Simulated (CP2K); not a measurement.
# doublet C4H5N+ at 3 levels

Aim: a comparison of 3 runs (UHF/3-21G, AM1, PM3) of doublet C4H5N+. 

Program for the calculation: CP2K 2026.2.

3 further runs of the same task are left out: 3 that didn't finish.

## (1) Starting point

The species is C4H5N+ (10 atoms), meant as a doublet with charge +1. As SMILES of the parent species, `c1cc[nH]c1`. The coordinates come from a PBE0-D4/def2-TZVP relaxation. That shape belongs to the parent species and isn't relaxed for this state.

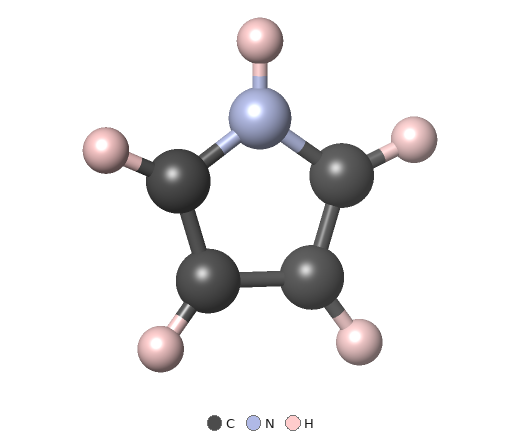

The structure, seen from a chosen angle (carbon dark grey, nitrogen light blue, hydrogen pink).

## (2) The energy at UHF/3-21G (run 1)

Contents of molecule.xyz:

```xyz
10

C      0.384600     0.594100    -0.956400
C      0.750200    -0.724400    -0.589800
C      0.090300    -1.022300     0.574600
N     -0.655400     0.066100     0.918400
C     -0.486100     1.056300    -0.003400
H      0.721300     1.143400    -1.821400
H      1.421500    -1.381800    -1.119400
H      0.092400    -1.914300     1.179700
H     -1.241900     0.129000     1.729700
H     -0.993800     2.002600     0.090700
```

Contents of mol.inp:

```
&global
   project mol
   run_type ENERGY
   print_level MEDIUM
&end global

&force_eval
   method QS
   &dft
      basis_set_file_name ./3_21g.basis
      potential_file_name POTENTIAL
      charge 1
      multiplicity 2
      uks T
      # Quickstep
      &qs
         method GAPW
         eps_default 1.0E-10
      &end qs
      &mgrid
         cutoff 280
         rel_cutoff 50
         ngrids 4
      &end mgrid
      &poisson
         periodic NONE
         poisson_solver MULTIPOLE
      &end poisson
      # self-consistent field
      &scf
         scf_guess ATOMIC
         eps_scf 1.0E-06
         max_scf 40
         &ot
            minimizer DIIS
            preconditioner FULL_SINGLE_INVERSE
         &end ot
         &outer_scf
            eps_scf 1.0E-06
            max_scf 8
         &end outer_scf
      &end scf
      # functional
      &xc
         &xc_functional NONE
         &end xc_functional
         &hf
            fraction 1
            &screening
               eps_schwarz 1.0E-10
            &end screening
            &memory
               max_memory 1050
            &end memory
         &end hf
      &end xc
      &print
         &moments
            periodic F
            reference COM
            max_moment 1
         &end moments
         &mo_cubes
            nlumo 5
            nhomo -1
            write_cube F
         &end mo_cubes
         &lowdin ON
         &end lowdin
         &hirshfeld OFF
         &end hirshfeld
      &end print
   &end dft
   # atoms, cell and kinds
   &subsys
      # box in angstrom
      &cell
         abc 9.7 10.9 10.6
         periodic NONE
      &end cell
      &topology
         coord_file_name molecule.xyz
         coord_file_format XYZ
         &center_coordinates
         &end center_coordinates
      &end topology
      &kind C
         basis_set 3-21G
         potential ALL
         lebedev_grid 194
         radial_grid 100
      &end kind
      &kind N
         basis_set 3-21G
         potential ALL
         lebedev_grid 194
         radial_grid 100
      &end kind
      &kind H
         basis_set 3-21G
         potential ALL
         lebedev_grid 194
         radial_grid 100
      &end kind
   &end subsys
&end force_eval
```

Command:

```sh
$ OMP_NUM_THREADS=1 cp2k.psmp -i mol.inp -o mol.out
```

The program printed:

```text
CP2K| version string:                                       CP2K version 2026.2
[...]
 GLOBAL| Method name                                                        CP2K
[...]
 GLOBAL| Run type                                                         ENERGY
[...]
 DFT| Spin unrestricted (spin-polarized) Kohn-Sham calculation               UKS
 DFT| Multiplicity                                                             2
[...]
 DFT| Charge                                                                   1
[...]
 QS| Method:                                                                GAPW
[...]
 QS| Density cutoff [a.u.]:                                                140.0
[...]
 QS| Relative density cutoff [a.u.]:                                        25.0
[...]
                             - Atoms:                                         10
[...]
                             - Spherical basis functions:                     55
[...]
 Number of electrons:                                                         18
[...]
     1 OT DIIS     0.80E-01    0.9     0.30744108      -194.1703827725 -1.94E+02
[...]
    40 OT SD       0.80E-01    0.5     0.00000093      -207.3604043821 -5.85E-11
  *** SCF run converged in    40 steps ***
[...]
  Overlap energy of the core charge distribution:               0.00001038046828
  Self energy of the core charge distribution:               -171.30293301373641
  Core Hamiltonian energy:                                    -33.55410612453915
  Hartree energy:                                              67.01415779069256
  Exchange-correlation energy:                                  0.00000000000000
  Hartree-Fock Exchange energy:                               -28.74902296269424
[...]
  Dipole moment [Debye]
    X= -0.1054454E+01 Y=  0.8865990E+00 Z=  0.9264623E+00  Total=      1.6601997
[...]
 HOMO - LUMO gap [eV] :    8.277836
 ENERGY| Total FORCE_EVAL ( QS ) energy [hartree]           -207.360404382102502
[...]
```

It took 2.2 min on 1 thread of Arm Neoverse V1, shared host; peak memory 0.58 GiB.

## (3) The energy at AM1 (run 2)

Contents of calc.inp:

```
&FORCE_EVAL
    METHOD QUICKSTEP
    &DFT
        CHARGE 1
        MULTIPLICITY 2
        UNRESTRICTED_KOHN_SHAM T
        &QS
            METHOD AM1
            EPS_DEFAULT 1.0E-10
            &SE
                &COULOMB
                    CUTOFF [angstrom] 50
                    RC_RANGE [angstrom] 0
                &END COULOMB
                &EXCHANGE
                    CUTOFF [angstrom] 50
                    RC_RANGE [angstrom] 0
                &END EXCHANGE
            &END SE
        &END QS
        &POISSON
            PERIODIC NONE
            POISSON_SOLVER ANALYTIC
        &END POISSON
        &SCF
            SCF_GUESS ATOMIC
            EPS_SCF 1.0E-07
            MAX_SCF 40
            &OT ON
                MINIMIZER CG
                PRECONDITIONER FULL_SINGLE_INVERSE
            &END OT
            &OUTER_SCF
                EPS_SCF 1.0E-07
                MAX_SCF 10
            &END OUTER_SCF
        &END SCF
        &PRINT
            &MOMENTS
                PERIODIC F
                REFERENCE COM
                MAX_MOMENT 1
            &END MOMENTS
            &MO_CUBES
                NLUMO 3
                NHOMO -1
                WRITE_CUBE F
            &END MO_CUBES
            &HIRSHFELD OFF
            &END HIRSHFELD
        &END PRINT
    &END DFT
    &SUBSYS
        &CELL
            ABC [angstrom] 10.7 11.9 11.6
            PERIODIC NONE
        &END CELL
        &COORD
            UNIT bohr
            C      0.7267887     1.1226863    -1.8073341
            C      1.4176725    -1.3689176    -1.1145605
            C      0.1706423    -1.9318670     1.0858366
            N     -1.2385265     0.1249109     1.7355245
            C     -0.9185959     1.9961177    -0.0064251
            H      1.3630595     2.1607129    -3.4419472
            H      2.6862457    -2.6112236    -2.1153594
            H      0.1746107    -3.6175027     2.2293099
            H     -2.3468509     0.2437747     3.2686593
            H     -1.8780098     3.7843655     0.1713982
        &END COORD
        &TOPOLOGY
            &CENTER_COORDINATES
            &END CENTER_COORDINATES
        &END TOPOLOGY
    &END SUBSYS
&END FORCE_EVAL
&GLOBAL
    PROJECT_NAME calc
    RUN_TYPE ENERGY
    PRINT_LEVEL MEDIUM
&END GLOBAL
```

Command:

```sh
$ OMP_NUM_THREADS=1 cp2k.psmp calc.inp > calc.out
```

The program printed:

```text
CP2K| version string:                                       CP2K version 2026.2
[...]
 GLOBAL| Method name                                                        CP2K
[...]
 GLOBAL| Run type                                                         ENERGY
[...]
                             - Atoms:                                         10
[...]
                             - Spherical basis functions:                     25
[...]
 Number of electrons:                                                         13
[...]
     1 OT CG       0.80E-01    0.0     0.19060660       -22.2494331437 -2.22E+01
[...]
    13 OT CG       0.44E+00    0.0     0.00000007       -28.5957296275 -1.82E-12
  *** SCF run converged in    13 steps ***
  Core-core repulsion energy [eV]:                           1934.77769820489539
  Core Hamiltonian energy [eV]:                             -1204.73223638112745
  Two-electron integral energy [eV]:                        -3016.34967475286339
  Electronic energy [eV]:                                   -2712.90707375755892
  Total energy [eV]:                                         -778.12937555266376
  Atomic reference energy [eV]:                               788.49194403652928
  Heat of formation [kcal/mol]:                               238.96652511678312
[...]
 SE_DIPOLE| Moment [Debye]          1.09121458      -0.11693528      -1.50940299
 SE_DIPOLE| Derivative [a.u.]       0.00000000       0.00000000       0.00000000
 *** WARNING in qs_scf_post_se.F:140 :: Printing of MO cube files not ***
 *** implemented for Semi-Empirical method.                           ***
 ENERGY| Total FORCE_EVAL ( QS ) energy [hartree]            -28.595729627516967
[...]
```

Wall time 2 s (1 thread of Arm Neoverse V1, shared host).

## (4) The energy at PM3 (run 3)

Contents of molecule.inp:

```
&GLOBAL
  PROJECT molecule
  RUN_TYPE ENERGY
  PRINT_LEVEL MEDIUM
&END

&FORCE_EVAL
  METHOD Quickstep
  &DFT
    CHARGE 1
    MULTIPLICITY 2
    LSD T
    &QS
      METHOD PM3
      EPS_DEFAULT 1.0E-10
      &SE
        &COULOMB
          CUTOFF [angstrom] 50
          RC_RANGE [angstrom] 0
        &END
        &EXCHANGE
          CUTOFF [angstrom] 50
          RC_RANGE [angstrom] 0
        &END
      &END
    &END
    &POISSON
      PERIODIC NONE
      POISSON_SOLVER ANALYTIC
    &END
    &SCF
      SCF_GUESS ATOMIC
      EPS_SCF 1.0E-07
      MAX_SCF 40
      &OT
        MINIMIZER CG
        PRECONDITIONER FULL_SINGLE_INVERSE
      &END
      &OUTER_SCF
        EPS_SCF 1.0E-07
        MAX_SCF 10
      &END
    &END
    &PRINT
      &MOMENTS
        PERIODIC F
        REFERENCE COM
        MAX_MOMENT 1
      &END
      &MO_CUBES
        NLUMO 3
        NHOMO -1
        WRITE_CUBE F
      &END
      &HIRSHFELD OFF
      &END
    &END
  &END
  &SUBSYS
    &CELL
      ABC 18.7 19.9 19.6
      PERIODIC NONE
    &END
    &COORD
      UNIT bohr
      C      0.7267887     1.1226863    -1.8073341
      C      1.4176725    -1.3689176    -1.1145605
      C      0.1706423    -1.9318670     1.0858366
      N     -1.2385265     0.1249109     1.7355245
      C     -0.9185959     1.9961177    -0.0064251
      H      1.3630595     2.1607129    -3.4419472
      H      2.6862457    -2.6112236    -2.1153594
      H      0.1746107    -3.6175027     2.2293099
      H     -2.3468509     0.2437747     3.2686593
      H     -1.8780098     3.7843655     0.1713982
    &END
    &TOPOLOGY
      &CENTER_COORDINATES
      &END
    &END
  &END
&END
```

Command:

```sh
$ OMP_NUM_THREADS=1 cp2k.psmp molecule.inp > molecule.out
```

The program printed:

```text
CP2K| version string:                                       CP2K version 2026.2
[...]
 GLOBAL| Method name                                                        CP2K
[...]
 GLOBAL| Run type                                                         ENERGY
[...]
                             - Atoms:                                         10
[...]
                             - Spherical basis functions:                     25
[...]
 Number of electrons:                                                         13
[...]
     1 OT CG       0.80E-01    0.0     0.17842733       -19.9433365136 -1.99E+01
[...]
    16 OT CG       0.38E+00    0.0     0.00000008       -25.8586662202 -2.93E-12
  *** SCF run converged in    16 steps ***
  Core-core repulsion energy [eV]:                           1893.78534462037351
  Core Hamiltonian energy [eV]:                             -1059.47060182502150
  Two-electron integral energy [eV]:                        -3075.92967066480014
  Electronic energy [eV]:                                   -2597.43543715742180
  Total energy [eV]:                                         -703.65009253704818
  Atomic reference energy [eV]:                               713.73893853652919
  Heat of formation [kcal/mol]:                               232.65433417285371
[...]
 SE_DIPOLE| Moment [Debye]          1.43134256      -0.51694952      -1.73203068
 SE_DIPOLE| Derivative [a.u.]       0.00000000       0.00000000       0.00000000
 *** WARNING in qs_scf_post_se.F:140 :: Printing of MO cube files not ***
 *** implemented for Semi-Empirical method.                           ***
 ENERGY| Total FORCE_EVAL ( QS ) energy [hartree]            -25.858666220222794
[...]
```

It took 2.1 s on 1 thread of Arm Neoverse V1, shared host.

## (5) All runs side by side

| run | level | scheme | SCF convergence threshold | energy (Eh) | wall time |
| --- | --- | --- | --- | --- | --- |
| 1 | UHF/3-21G | GAPW | 1e-06 | -207.360404 | 2.2 min |
| 2 | AM1 | – | 1e-07 | -28.595730 | 2 s |
| 3 | PM3 | – | 1e-07 | -25.858666 | 2.1 s |

## (6) Outcome

| quantity | value |
| --- | --- |
| run 3: total energy | -25.85867 Eh |
| run 3: heat of formation | 232.7 kcal/mol |

In words: Force-field and semi-empirical energies have zeros of their own, so their totals don't compare. All runs together took 2.3 min, the longest 2.2 min.
